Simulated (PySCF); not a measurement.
## Excited-state calculation of Si$_{3}$H$_{6}$O$_{3}$

Si$_{3}$H$_{6}$O$_{3}$, computed with TDDFT CAM-B3LYP/def2-SVPD, vertical, gas phase, core orbitals frozen in the response (PySCF 2.14.0).

The geometry comes from this level: PBE0-D3(BJ)/def2-SVP.

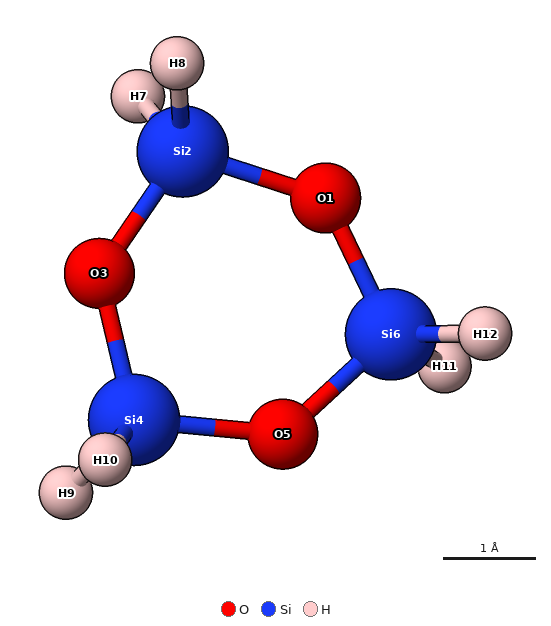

**Figure 1.** The structure as given in the input (ball-and-stick view, seen at a tilt; atoms are numbered from 1 in the order of the input). Bond lengths as drawn: H–Si 1.49 Å and O–Si 1.66 Å.

Summary

| quantity | value |
| --- | --- |
| outcome | converged |
| total energy | −1097.541425 hartree |
| HOMO | −9.79 eV |
| LUMO | 0.85 eV |
| dipole moment | 0.01 D |
| mean polarisability | 76.86 a.u. |
| vertical ionisation energy | 10.60 eV |
| lowest singlet excitation | 7.52 eV |
| hardware | 1 CPU thread, shared host |
| wall time | 3.3 min |
| peak memory | 0.99 GiB |

Input file
```
{"job": {"kind": "uv", "xc": "CAM-B3LYP", "basis": "def2-SVPD", "nstates": 6, "ntriplets": 2, "ip": true}, "charge": 0, "multiplicity": 1}
O      0.842212     1.277180     0.229785
Si     1.672448    -0.130203     0.538565
O      0.633915    -1.394795     0.243397
Si    -0.948853    -1.456969    -0.263558
O     -1.463352     0.109814    -0.475847
Si    -0.713780     1.579904    -0.271996
H      2.091966    -0.155220     1.963574
H      2.841839    -0.225128    -0.372723
H     -1.777247    -2.114494     0.779783
H     -1.026762    -2.183952    -1.556645
H     -1.428553     2.360646     0.770577
H     -0.685300     2.305554    -1.567911
```

The first line tells a small driver script what to run in PySCF; the rest is the geometry in Å.

Launched with:
```bash
OMP_NUM_THREADS=1 python <driver script> task.json out
```

What the program printed
```
coarse grid: 11856 points
cycle   1  E = -1097.1294331431  dE =  7.138e-01  |g| = 1.157e+00  |ddm| = 6.874e+00
cycle   2  E = -1096.9427337804  dE =  1.867e-01  |g| = 1.544e+00  |ddm| = 4.888e+00
cycle   3  E = -1097.3787643992  dE = -4.360e-01  |g| = 5.416e-02  |ddm| = 2.084e+00
cycle   4  E = -1097.3795190601  dE = -7.547e-04  |g| = 1.683e-02  |ddm| = 2.296e-01
cycle   5  E = -1097.3795929182  dE = -7.386e-05  |g| = 1.447e-03  |ddm| = 1.233e-01
cycle   6  E = -1097.3795937844  dE = -8.663e-07  |g| = 3.651e-04  |ddm| = 9.944e-03
final grid: 101640 points
cycle   7  E = -1097.5414243973  dE = -8.242e-06  |g| = 1.467e-03  |ddm| = 5.322e-02
cycle   8  E = -1097.5414242442  dE =  1.531e-07  |g| = 1.829e-03  |ddm| = 6.852e-03
cycle   9  E = -1097.5414248272  dE = -5.830e-07  |g| = 7.267e-05  |ddm| = 2.517e-03
cycle  10  E = -1097.5414248290  dE = -1.865e-09  |g| = 2.974e-05  |ddm| = 5.851e-04
cycle  11  E = -1097.5414248292  dE = -2.028e-10  |g| = 1.201e-05  |ddm| = 1.166e-04
```

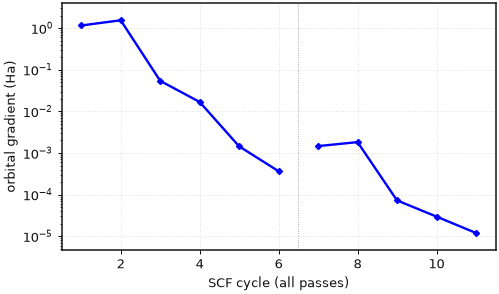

**Figure 2.** Convergence of the self-consistent field: orbital gradient against the SCF cycle. The dotted line marks the change from a coarse to the final integration grid. The first 6 cycles use a coarse grid, the final grid takes over at cycle 7, and the field converges after 11 cycles in all.

```
converged SCF energy = -1097.5414248292

Static polarisability (au): isotropic 76.859, principal 71.472 79.549 79.556

Singlet excitations
state   eV       nm        f      main configurations
  1   7.5174    164.9   0.03876   H->L 0.82
  2   7.5985    163.2   0.00000   H->L+1 0.64, H->L+2 0.10
  3   7.5989    163.2   0.00000   H->L+2 0.64, H->L+1 0.10
  4   8.1531    152.1   0.00000   H-2->L+1 0.32, H-1->L+2 0.32, H->L+6 0.26
  5   8.2293    150.7   0.00000   H-1->L 0.64, H->L+8 0.11
  6   8.2298    150.7   0.00000   H-2->L 0.64, H->L+7 0.11

Triplet excitations (Tamm-Dancoff, eV): 7.2059 7.2063
Vertical ionisation energy (delta-SCF) = 10.6029 eV
```

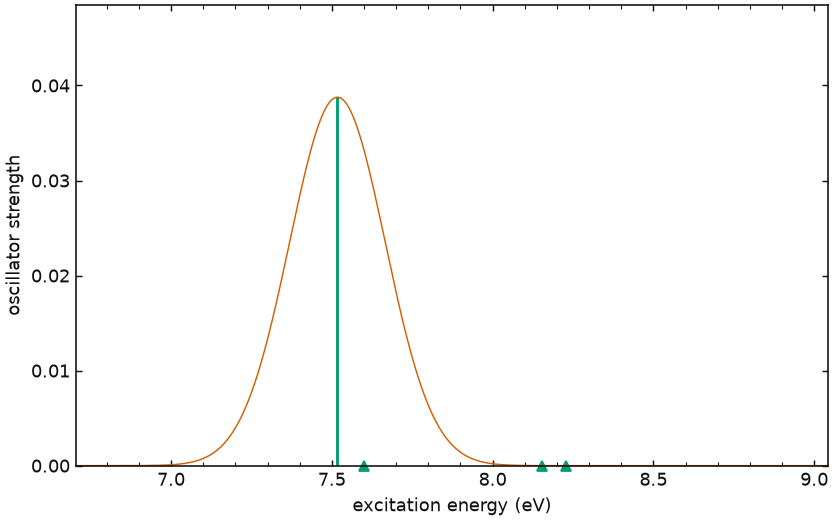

**Figure 3.** Computed excitations as sticks (degenerate states added up, dark ones marked on the axis), with a Gaussian envelope of 0.35 eV full width at half maximum, scaled to the tallest. Of the 6 states the lowest lies at 7.52 eV (f = 0.039); the strongest line is at 7.52 eV, or 165 nm (f = 0.039).

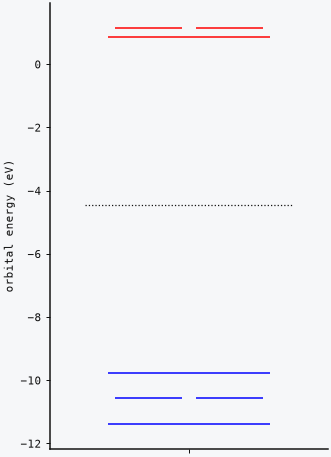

**Figure 4.** Orbital energies near the frontier; the dotted line parts filled from empty levels, and levels within 0.02 eV of each other stand side by side. Highest filled −9.79 eV, lowest empty 0.85 eV, 10.64 eV apart.
